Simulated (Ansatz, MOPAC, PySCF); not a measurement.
CHN (SMILES C#N) and GeH4 (SMILES [GeH4]) are pulled apart as rigid monomers along the line of their centres of mass, from the B3LYP-D3(BJ)/def2-TZVP minimum. Starting geometry (charge 0, multiplicity 1):
```xyz
8

C     -0.156    -0.041     0.519
N     -0.310     0.432    -0.514
H     -0.012    -0.478     1.483
Ge     0.119     0.005     4.726
H     -0.532     1.240     4.087
H     -0.796    -0.573     5.812
H      1.484     0.376     5.318
H      0.326    -1.062     3.632
```

Interaction energies with rigid monomers; basis-set methods are counterpoise corrected unless marked otherwise.

Rows in 6-31G* carry no dispersion term and start afresh at each structure (6-31G* with six Cartesian d functions); the Pople sets are all-electron and without relativity. The state reached by PM3 isn't checked.

Run with Ansatz (Gaussian orbitals); MOPAC for PM3 (differences of heats of formation); PySCF for 6-31G* rows, the dispersion terms. 

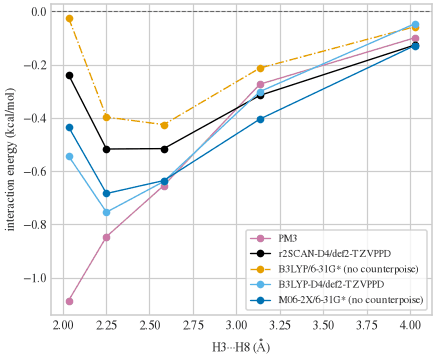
*Interaction energy against separation*

Which level binds most strongly at H3···H8 = 2.25, and by how much?

PM3, -0.8 kcal/mol.

Ansatz is a first-principles code.
